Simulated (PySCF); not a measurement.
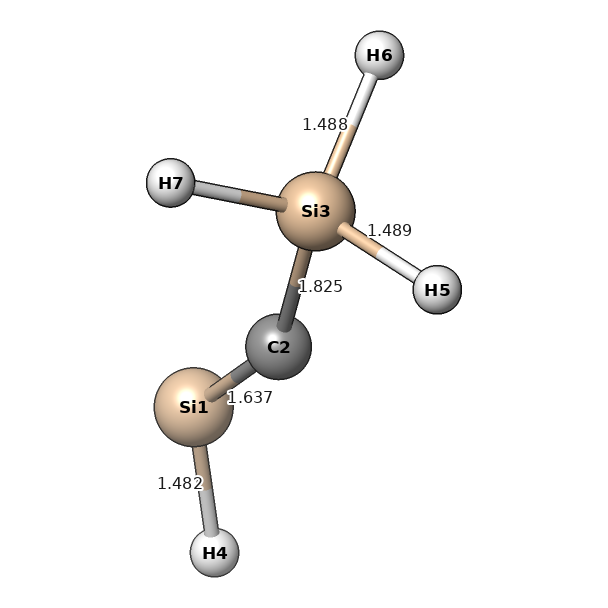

Bond lengths are marked in Å; every bond is drawn as one stick. The geometry was computed by an optimisation with PBE0-D4/def2-TZVP. No frequency run is at hand to confirm it as a minimum.

Assign a bond order to each marked bond.

Answer. Si1–C2 triple; Si1–H4 single; C2–Si3 single; Si3–H5 single; Si3–H6 single.

Give the structure as SMILES.

Answer. [SiH]#C[SiH3]
